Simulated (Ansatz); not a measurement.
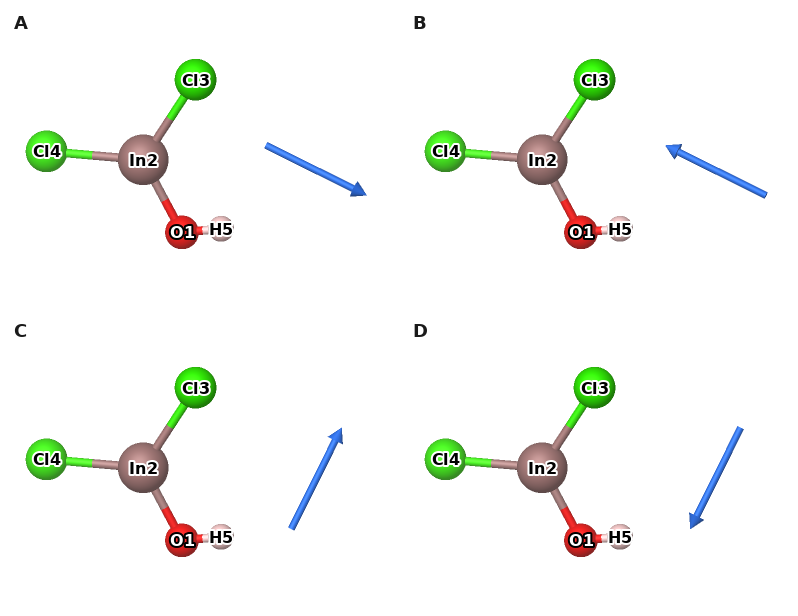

The same molecule four times, each with an arrow. Geometry: atoms displaced at random (about 0.04 Å) from a stationary point of PBE0-D4. Properties computed with RKS PBE0-D4/def2-TZVPP, core potentials on In (Ansatz 0.2.0).

### Which arrow points along the dipole moment, from the negative to the positive end?

A. The dipole moment is 1.38 D; it points from the side of Cl4 to the side of H5 (the outermost atoms at the two ends).
